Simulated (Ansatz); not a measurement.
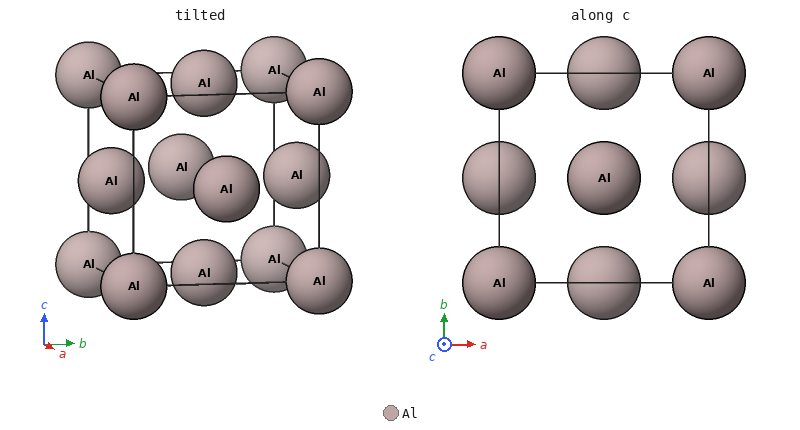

Shown here is a spheres-only view of the crystal, taken slightly off an axis and along the c axis. Atoms at the boundary of the conventional unit cell (the box) are drawn once for each face, edge or corner they touch.

The element is aluminium. It takes space group Fm-3m (No. 225) on a face-centred cubic lattice. Type of structure: face-centred cubic (Cu type). The cell holds four atoms. About every Al there are twelve Al in a cuboctahedral arrangement.

Starting structure: a structure listed in the Materials Project. Earlier steps of the study may have refined or changed the cell and positions. It went into a calculation with Ansatz.
